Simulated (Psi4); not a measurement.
**BNH3F3 (SMILES [NH3+][B-](F)(F)F): PBE0/cc-pVDZ**

Aim: the vertical singlet–triplet gap of BNH3F3 at PBE0/cc-pVDZ, from 2 runs. 

Program for the calculation: Psi4 1.11.

2 further runs of the same task are left out: 2 set aside as unsound or not needed.

## (1) The structure to begin with

The species is BNH3F3 (8 atoms), meant as a singlet with charge 0. As SMILES, `[NH3+][B-](F)(F)F`. The coordinates come from a PBE0-D4/def2-TZVP relaxation.

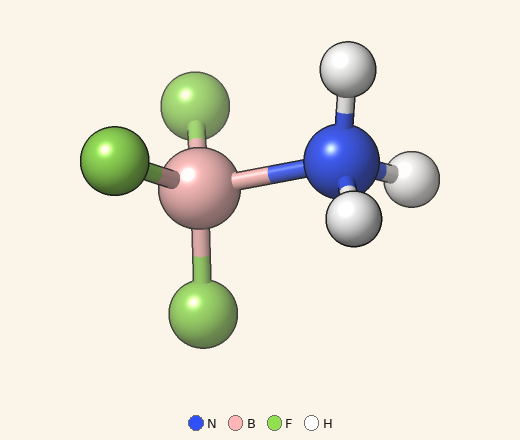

The structure, seen from a chosen angle (nitrogen blue, boron pink, fluorine green, hydrogen white).

## (2) Energy and gradient at PBE0/cc-pVDZ

File bf3h3n.xyz:

```xyz
8
BF3H3N
N     -0.501800    -0.052400     0.645700
B      0.531500     0.038700    -0.668100
F      1.521100    -0.860400    -0.378100
F     -0.251400    -0.312100    -1.733900
F      0.943600     1.343300    -0.679400
H     -1.280300     0.587300     0.522000
H     -0.006300     0.194600     1.496700
H     -0.864300    -0.996100     0.739300
```

File job.py:

```python
import psi4

psi4.set_memory(1600000000)
psi4.set_num_threads(1)
psi4.set_output_file('bf3h3n.out', False)

with open('bf3h3n.xyz') as f:
    atoms = ''.join(f.readlines()[2:])
mol = psi4.geometry('0 1\n' + atoms + 'symmetry c1')

options = {'basis': 'cc-pVDZ', 'puream': True, 'e_convergence': 1e-09, 'd_convergence': 1e-08, 'scf_type': 'pk', 'dft_radial_points': 99, 'dft_spherical_points': 590}
psi4.set_options(options)

result, w = psi4.gradient("pbe0", molecule=mol, return_wfn=True)
psi4.oeprop(w, "WIBERG_LOWDIN_INDICES", "MULLIKEN_CHARGES", "MAYER_INDICES")
print('gradient / Eh bohr^-1')
print(result.np.round(6))
print(f'energy = {w.energy():.10f} Eh')
```

On the command line:

```console
$ python job.py
```

bf3h3n.out:

```text
[...]
  Running in c1 symmetry.
[...]
  Nuclear repulsion =  191.439123084637203
[...]
  Multiplicity = 1
[...]
  Nalpha       = 21
  Nbeta        = 21
[...]
    Number of basis functions: 85
[...]
   @RKS iter   1:  -380.58605658784717   -5.00426e-01   8.65003e-03 DIIS/ADIIS
[...]
   @RKS iter   9:  -380.78170600120666   -8.58336e-12   8.13142e-09 DIIS
[...]
  @RKS Final Energy:  -380.78170600120666
   => Energetics <=
    Nuclear Repulsion Energy =            191.4391230846372025
    One-Electron Energy =                -909.7867629620770913
    Two-Electron Energy =                 370.3916987802869016
    DFT Exchange-Correlation Energy =     -32.8257649040537061
    Empirical Dispersion Energy =           0.0000000000000000
    VV10 Nonlocal Energy =                  0.0000000000000000
    Total Energy =                       -380.7817060012066577
[...]
 Multipole Moments:
 ------------------------------------------------------------------------------------
     Multipole            Electronic (a.u.)      Nuclear  (a.u.)        Total (a.u.)
 ------------------------------------------------------------------------------------
 L = 1.  Multiply by 2.5417464519 to convert [e a0] to [Debye]
 Dipole X            :          2.6495103           -4.1662771           -1.5167669
 Dipole Y            :          0.2335838           -0.3675062           -0.1339224
 Dipole Z            :         -3.3687619            5.2976523            1.9288904
 Magnitude           :                                                    2.4574652
[...]
  -Total Gradient:
     Atom            X                  Y                   Z
    ------   -----------------  -----------------  -----------------
       1       -0.004168436878    -0.000318722077     0.005209054184
       2        0.001313168517     0.000081117714    -0.001614395834
       3       -0.004526324264     0.004824157012    -0.002457537136
       4        0.004825128416     0.001913792689     0.004709663466
       5       -0.001477449098    -0.006801671206    -0.000859397778
       6        0.003789052568    -0.002760700511     0.000053393309
       7       -0.001745257643    -0.001026396961    -0.004159120606
       8        0.001949318834     0.004093151763    -0.000897012064
[...]
  Mulliken Charges: (a.u.)
   Center  Symbol    Alpha    Beta     Spin     Total
       1     N     3.48759  3.48759  0.00000  0.02481
       2     B     2.41418  2.41418  0.00000  0.17164
       3     F     4.60379  4.60379  0.00000 -0.20758
       4     F     4.60382  4.60382  0.00000 -0.20765
       5     F     4.60382  4.60382  0.00000 -0.20765
       6     H     0.42894  0.42894  0.00000  0.14212
       7     H     0.42893  0.42893  0.00000  0.14215
       8     H     0.42892  0.42892  0.00000  0.14215
   Total alpha = 21.00000, Total beta = 21.00000, Total charge = -0.00000
[...]
```

On the terminal:

```text
gradient / Eh bohr^-1
[[-4.168e-03 -3.190e-04  5.209e-03]
 [ 1.313e-03  8.100e-05 -1.614e-03]
 [-4.526e-03  4.824e-03 -2.458e-03]
 [ 4.825e-03  1.914e-03  4.710e-03]
 [-1.477e-03 -6.802e-03 -8.590e-04]
 [ 3.789e-03 -2.761e-03  5.300e-05]
 [-1.745e-03 -1.026e-03 -4.159e-03]
 [ 1.949e-03  4.093e-03 -8.970e-04]]
energy = -380.7817060012 Eh
```

Wall time 16 s (1 thread of Intel Xeon 6975P-C (Granite Rapids), shared host); peak memory 0.8 GiB.

## (3) The triplet: a single-point energy at UPBE0/cc-pVDZ

File bf3h3n.py:

```python
import psi4

psi4.set_memory(1600000000)
psi4.set_num_threads(1)
psi4.core.set_output_file('output.dat', False)

geom = psi4.geometry("""
0 3
N
B 1 1.673941
F 2 1.368133 1 104.14444
F 2 1.368182 3 114.23755 1 -112.93299
F 2 1.368187 3 114.23723 4 -134.12813
H 1 1.015175 2 110.08688 3 -179.95366
H 1 1.015249 6 108.85079 2 120.74247
H 1 1.015252 6 108.85351 7 118.51466
symmetry c1
""")

options = {'basis': 'cc-pVDZ', 'reference': 'uks', 'puream': True, 'e_convergence': 1e-09, 'd_convergence': 1e-08, 'scf_type': 'pk', 'dft_radial_points': 99, 'dft_spherical_points': 590, 'maxiter': 200}
psi4.set_options(options)

result, w = psi4.energy('pbe0', return_wfn=True)
psi4.oeprop(w, 'LOWDIN_CHARGES', 'DIPOLE', 'MULLIKEN_CHARGES', title='PBE0')
print(f'total energy {result:.8f} hartree = {result * 27.211386:.5f} eV')
```

On the command line:

```console
$ python bf3h3n.py
```

output.dat, shortened:

```text
[...]
  Running in c1 symmetry.
[...]
  Nuclear repulsion =  191.439138728924348
[...]
  Multiplicity = 3
[...]
  Nalpha       = 22
  Nbeta        = 20
[...]
    Number of basis functions: 85
[...]
   @UKS iter   1:  -380.23390115923581   -1.48270e-01   7.57471e-03 DIIS/ADIIS
[...]
   @UKS iter  17:  -380.44812678091705   -4.33147e-11   7.26322e-09 DIIS
[...]
   @S^2 Observed:                2.005678750E+00
[...]
  @UKS Final Energy:  -380.44812678091705
   => Energetics <=
    Nuclear Repulsion Energy =            191.4391387289243482
    One-Electron Energy =                -906.1938977801409010
    Two-Electron Energy =                 366.9781130127994402
    DFT Exchange-Correlation Energy =     -32.6714807424999876
    Empirical Dispersion Energy =           0.0000000000000000
    VV10 Nonlocal Energy =                  0.0000000000000000
    Total Energy =                       -380.4481267809170504
[...]
 Multipole Moments:
 ------------------------------------------------------------------------------------
     Multipole            Electronic (a.u.)      Nuclear  (a.u.)        Total (a.u.)
 ------------------------------------------------------------------------------------
 L = 1.  Multiply by 2.5417464519 to convert [e a0] to [Debye]
 Dipole X            :          0.0000671           -0.0000449            0.0000222
 Dipole Y            :          0.0006839           -0.0002962            0.0003876
 Dipole Z            :          6.6630883           -6.7496699           -0.0865816
 Magnitude           :                                                    0.0865825
[...]
  Mulliken Charges: (a.u.)
   Center  Symbol    Alpha    Beta     Spin     Total
       1     N     3.46373  3.07688  0.38685  0.45939
       2     B     2.34294  2.40240 -0.05946  0.25466
       3     F     4.62150  4.45681  0.16469 -0.07831
       4     F     4.62157  4.45673  0.16483 -0.07830
       5     F     4.62156  4.45676  0.16480 -0.07832
       6     H     0.77610  0.38351  0.39259 -0.15960
       7     H     0.77630  0.38345  0.39284 -0.15975
       8     H     0.77631  0.38345  0.39286 -0.15976
   Total alpha = 22.00000, Total beta = 20.00000, Total charge = -0.00000
[...]
```

On the terminal:

```text
total energy -380.44812678 hartree = -10352.52083 eV
```

Wall time 24 s (1 thread of Intel Xeon 6975P-C (Granite Rapids), shared host); peak memory 0.81 GiB.

## (4) Summary of results

Level: PBE0/cc-pVDZ.

| quantity | value |
| --- | --- |
| singlet: total energy | -380.78171 Eh |
| singlet: dipole moment | 6.25 D |
| singlet: HOMO energy | -9.71 eV |
| singlet: LUMO energy | 0.53 eV |
| singlet: HOMO–LUMO gap | 10.23 eV |
| singlet: largest force on an atom | 0.363 eV/Å |
| triplet: total energy | -380.44813 Eh |
| triplet: dipole moment | 0.22 D |
| triplet: HOMO energy (highest over α and β) | -1.79 eV |
| triplet: ⟨S²⟩ | 2.006 |
| vertical energy of the triplet above the singlet | 9.077 eV |

In words: At this shape the triplet lies 9.08 eV (209 kcal/mol) above the singlet. The largest force (singlet) is 0.36 eV/Å: the shape isn't a stationary point for this species at this level. Mulliken charges (triplet) run from -0.16 on H8 to +0.46 on N1.
